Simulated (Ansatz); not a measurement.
# Tunnelling across a broken Tc chain: predicting one gap

**Method.** Ansatz 0.2.0, plane waves with PAW datasets at the program's default cutoffs, Fermi-Dirac smearing of 0.05 eV, chains in boxes 7.5 Å wide or more, moments seeded when the perfect chain is relaxed. PBE, no spin-orbit coupling; one bond is opened by s Å beyond its relaxed length, the other atoms of a straight cell of 12 kept, without spin, and the conductance taken at 300 K.

| run | G (G₀) | largest error term (%) | s | ln G |
| --- | --- | --- | --- | --- |
| +1.2 Å | 1.543 | 1 | 1.2 | 0.4338 |
| +1.8 Å | 0.9372 | 1 | 1.8 | −0.06481 |
| +2.5 Å | 0.4804 | 2 | 2.5 | −0.7332 |
| +3.3 Å | 0.1436 | 4 | 3.3 | −1.941 |

One run is withheld: run = +4.2 Å, with s = 4.2. Fit a straight line ln G = a + b × s to the 4 rows shown and predict it.

**Fit.** The means are 2.2 for s and −0.5762 for ln G. The sum of products of deviations is −2.763 and the sum of squares in s is 2.46, so b = −2.763 / 2.46 = −1.123 and a = −0.5762 − (−1.123) × 2.2 = 1.894. The residuals' standard deviation, with 2 degrees of freedom, is σ = 0.18.

**Prediction.** ln G = 1.894 + (−1.123) × 4.2 = −2.822, that is 0.0595 G₀. The run gave 0.0281 G₀ (ln G = −3.572), so the prediction less the run is +0.75. The standard error of a prediction there, σ√(1 + 1/4 + (4.2 − 2.2)²/2.46), is 0.31, and the miss is 2.4 times that, for a point outside the fitted range. With so few rows σ is itself uncertain.

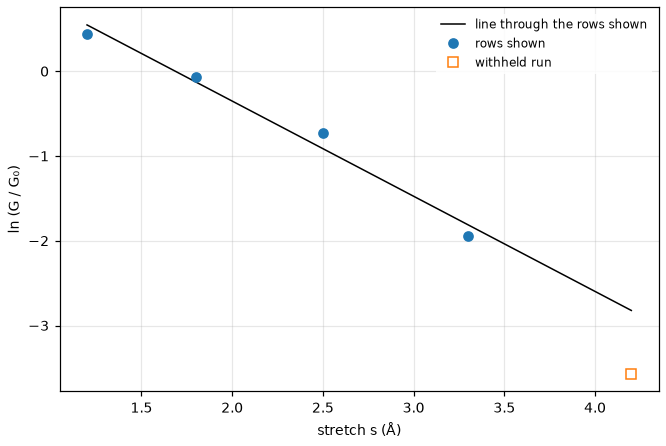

The fitted line, the rows shown and the withheld run.

Caveats: Between neighbouring runs the slope of ln G lies between −1.81 and −0.83 per Å, so one exponential is an approximation; it is flattest at the narrowest gap, nearest to contact. Error terms (up to 6 %, withheld run included) bound how much a small miss can mean. Broken ends may want a moment where none was allowed. No image potential, spin-orbit coupling or relaxation; a bent or dimerised chain may be lower in energy. Series of this kind are told only where this holds: one magnetic state in all runs, error terms under 60 %, and the runs' own leads conduct as the perfect chain does. 36 of 42 did.
